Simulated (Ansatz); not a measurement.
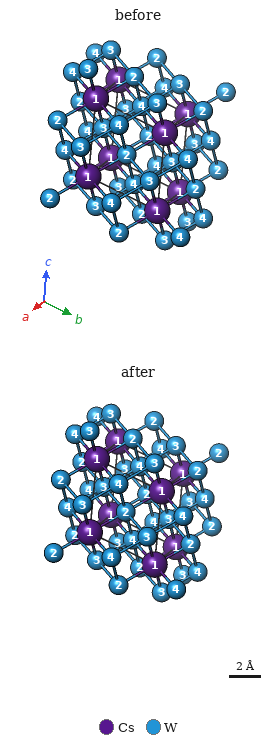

The structure of a crystal of CsW3 (a generated structure, set up in Im-3m) (coarse preliminary run) before (top) and after (bottom) a relaxation, at one scale.

Style: ball-and-stick. Shown: the cell of the calculation, slightly off an axis.

Computed with DFT PBE, scalar-relativistic, plane waves, PAW in Ansatz 0.2.0. Settings: plane-wave cutoff 420 eV; k-point mesh 4 × 4 × 4; occupations gaussian; smearing width 0.1 eV; no spin polarisation; cell and atoms relaxed; force threshold 0.04 eV/Å; at most 70 steps.

What changed between the two?

No atom moves by more than 0.005 Å relative to the cell. The drawn cell changes as follows: a = b = c 5.070 → 4.766 Å (−6.0 %); the volume changes by −16.9 %. Some distances before and after: Cs1–W2 2.927 → 2.752 Å, W2–W3 2.927 → 2.752 Å. The space group stays Im-3m (No. 229). After 3 accepted moves (4 points after the start) the energy has fallen by 242 meV per atom. All forces vanish by symmetry, so only the cell relaxes. Pressure: −15.22 GPa at the start and −0.17 GPa at the end. At 1 point the geometry stayed and the basis and grid were re-selected for the new cell (energy shift of 0.6 meV per atom at most each time). Cost: 7.2 s on 1 thread of Arm Neoverse V2, with other jobs on the host, peak memory 0.35 GiB.
